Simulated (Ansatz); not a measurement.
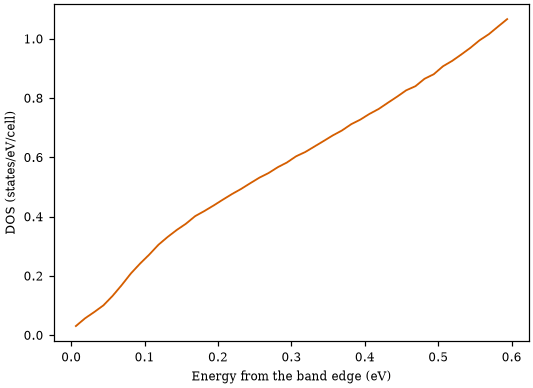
Figure: Density of states of ZnSnP2 (P-4m2) below the valence band maximum, PBEsol, rigid bands in Ansatz (a program for electronic structure); cell volume 89.0 Å³.

### Question
What effective density of states at 300 K does this give (∫ g(E) exp(−E/k_BT) dE, both spins, divided by the cell's size)?

### Answer
2.1e19 cm⁻³, a density-of-states mass of 0.88 mₑ, valleys and band degeneracy included.

Spin-orbit coupling is left out; where it splits the top of the valence band, N_v and the p-type Seebeck coefficient come out somewhat high without it. Geometry: cell and atoms relaxed with PBEsol.

Computed structure, not matched to a measured one here, so possibly hypothetical: ZnSnP2 (P-4m2).
